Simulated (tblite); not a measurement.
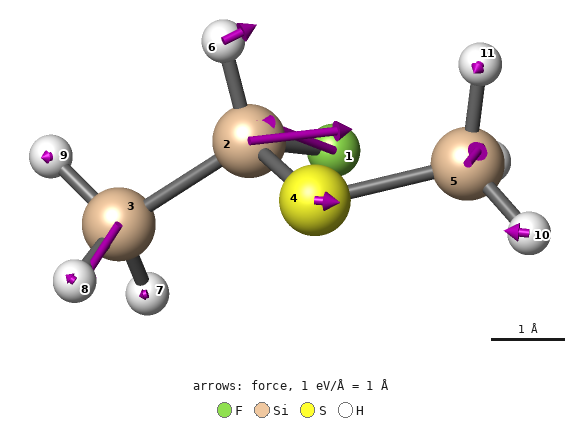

Starting geometry of Si3H7SF with the computed forces as purple arrows. A ball-and-stick model, seen at a tilt.

These are results of tblite, GFN2-xTB geometry optimisation, gas phase, not measurements. 

### Is this structure relaxed? If not, where do the atoms go?

It isn't relaxed: the largest force vector, on the F atom, is 1.63 eV/Å. The final displacements have little in common with the starting forces (cosine between the two patterns 0.26). Over 69 geometry steps the energy falls by 28.7 kJ/mol. The atom that moves furthest after the best rigid fit is the S atom (0.47 Å). By element the largest moves are S 0.47 Å, H 0.38 Å, F 0.29 Å, Si 0.08 Å. Near-neighbour distances that change, for instance: Si–Si 2.231 → 2.303 Å, F–Si 1.694 → 1.622 Å, S–Si 2.167 → 2.145 Å, H–Si 1.476 → 1.455 Å. Bond angles that change, for instance: F–Si–H 113.2° → 99.8°, Si–Si–H 110.6° → 123.0°, S–Si–H 111.9° → 102.1°. Groups turn about S–Si by about 25°.
